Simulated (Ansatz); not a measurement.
# Does disorder add resistance in series? Au(111) layers displaced at 80 K

Two lengths of the disordered region are known. What area resistance does the third give?

How it was computed: Ansatz 0.2.0, plane waves with PAW datasets at their recommended cutoffs (420 eV for most), Fermi-Dirac smearing; ballistic transmission by layer matching. The area resistance is RA = A (h/2e²)(1/T − 1/N), with T the zone-mean transmission per spin and N the lead's channels, both averaged over a few energies near the Fermi level; for magnets each spin is taken apart, with h/e², and the two conduct in parallel. Lateral cell 2x2, PBE, a fresh random draw for each length. Atoms are displaced independently, by 0.0492 Å r.m.s. per direction; each RA is scaled by the nominal over the drawn mean square displacement.

The runs, with one result withheld:

| length (Å) | channels N | RA (fΩ m²) |
| --- | --- | --- |
| 9.42 | 3.210 | 0.0143 |
| 18.8 | 3.210 | 0.0264 |
| 28.3 | 3.210 | ? |

**Estimate by hand.**

Ohm's law makes RA linear in the length: the slope is (0.0264 − 0.0143)/(18.8 − 9.42) = 1.29×10⁻³ fΩ m² per Å, or 1.3 µΩ cm. Then 0.0264 + 1.29×10⁻³ × 9.42. Predicted: 0.0386 fΩ m².

What the run gave:

0.0410 fΩ m², so the prediction is 5.8 % too low. The three lengths together give 1.4 µΩ cm. The two increments are 0.012 and 0.015 fΩ m², roughly as Ohm's law has it, though with one draw for each length that is a weak test.

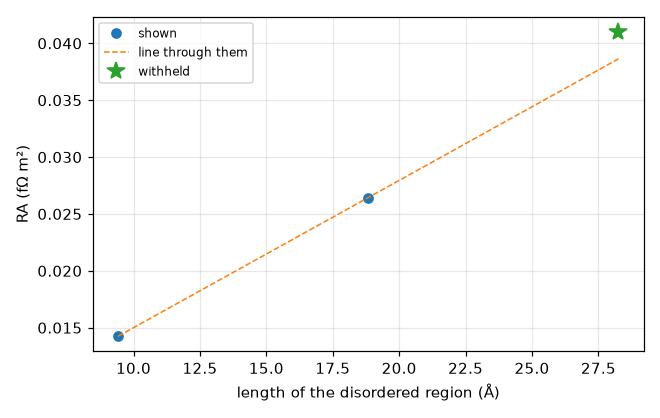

Area resistance against length.

Caveats: The scatterers repeat sideways with the small cell. The slope is a raw one; a model of isotropic scattering puts it 1.26 times the bulk value over these lengths. Spin-orbit coupling is left out, which matters for Au.
